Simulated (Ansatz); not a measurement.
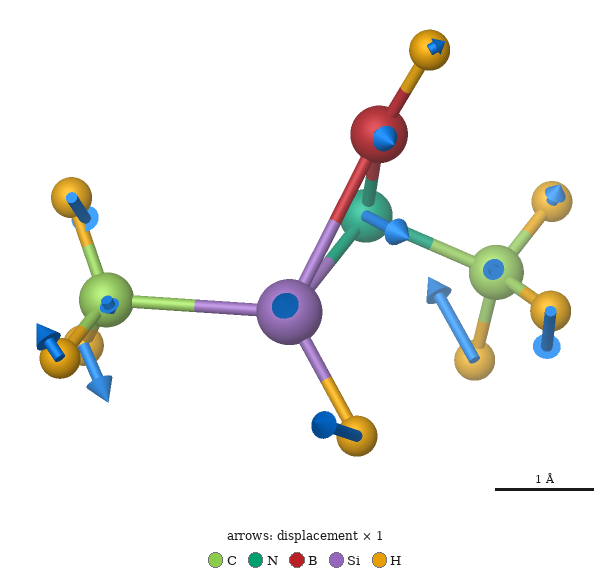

A relaxation of C2H8BNSi (coarse preliminary run). The starting structure is drawn; blue arrows show the displacements, at their true length. The two geometries are superimposed by the best rigid fit.

The picture is a ball-and-stick view, seen at a tilt.

The start comes from a force field.

Theory: Ansatz, RKS PBE-D4/def2-SVP. Settings: force threshold 0.03 eV/Å; at most 200 steps.

**Atoms of which element are displaced furthest, and by how much?**

Hydrogen: up to 1.07 Å, against 0.79 Å for nitrogen.

**Describe the change and its energy.**

Over 12 geometry steps the energy falls by 185.0 kJ/mol. Largest force component: 4 eV/Å at the start, 0.0097 eV/Å at the end. The largest moves after the best rigid fit, 1.07 Å, are those of H atoms. Largest moves by element: H 1.07 Å, N 0.79 Å, Si 0.42 Å, B 0.38 Å, C 0.25 Å. Near-neighbour distances that change, for instance: B–N 1.525 → 1.388 Å, B–Si 2.035 → 1.948 Å, H–Si 1.450 → 1.509 Å, C–H 1.162 → 1.111 Å. Among the angles between lasting bonds that change: C–N–Si 109.3° → 146.3°, C–N–B 108.2° → 139.8°, N–B–H 150.5° → 135.7°.
